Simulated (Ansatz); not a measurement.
Consider Cl₃HSeSn (SMILES [Cl][Sn]([Cl])([Cl])[SeH]).

The calculation's input:

```
crystal:
  periodic: [false, false, false]
  atoms:
    - symbol: Cl
      position_ang: [-1.155401, -1.502016, 1.515343]
    - symbol: Cl
      position_ang: [2.447729, -1.049003, 0.482463]
    - symbol: Cl
      position_ang: [-0.306444, -1.212226, -2.094620]
    - symbol: Se
      position_ang: [0.114726, 2.083832, 0.185652]
    - symbol: Sn
      position_ang: [0.259388, -0.410664, 0.019232]
    - symbol: H
      position_ang: [-1.317898, 2.026079, -0.154270]
basis:
  gaussian: {orbitals: def2-TZVPD}
total_charge: 0
magnetization: {spin_polarized: false}
hamiltonian: {xc: {name: PBE0}}
output: {forces: true, orbitals: {seedname: orbitals}}
```

Command:

```sh
ansatz run input.yaml --threads 2 --pin off --max-ram 5220MiB --events-out events.jsonl --progress --plain --runs-dir runs
```

Geometry: PBE0-D4/def2-SVP; core potentials replace the inner electrons of Sn.

These are results of Ansatz, isolated molecule in a Gaussian basis; Kohn-Sham density functional theory, functional PBE0, not measurements.

What will maps of the electron density and electron localisation function show?

Sn–Cl (2.33 Å): ρ is about 0.63 e/Å³ halfway; the ELF peaks at about 0.80 in the valence shell of Cl, 0.8 Å from its nucleus, and drops to about 0.15 between the two atoms.
Sn–Se (2.50 Å): the density is about 0.56 e/Å³ at the midpoint; the ELF peaks at about 0.75 in the valence shell of Se, 1.1 Å from its nucleus, and is about 0.65 at the midpoint.
Se–H (1.47 Å): ρ at the midpoint is about 1.4 e/Å³; the ELF climbs to about 1 towards the hydrogen, as it does in any bond to H.

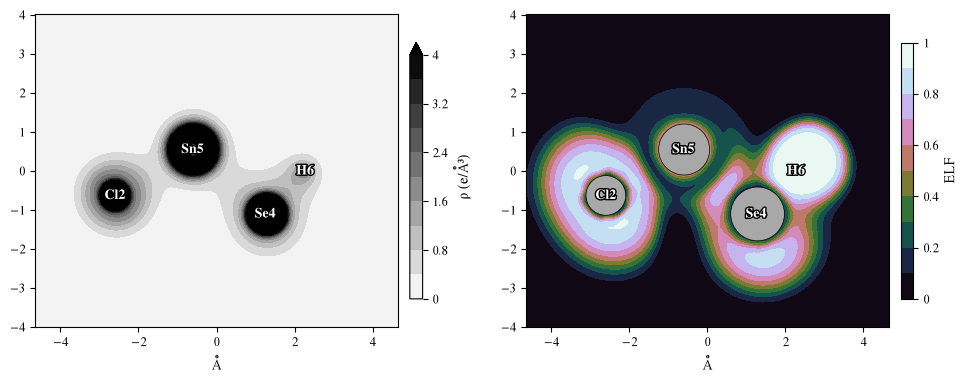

Computed electron density and electron localisation function on the plane of atoms Cl2, Sn5 and Se4, in this order. Grey discs cover the atomic cores in the ELF map. 
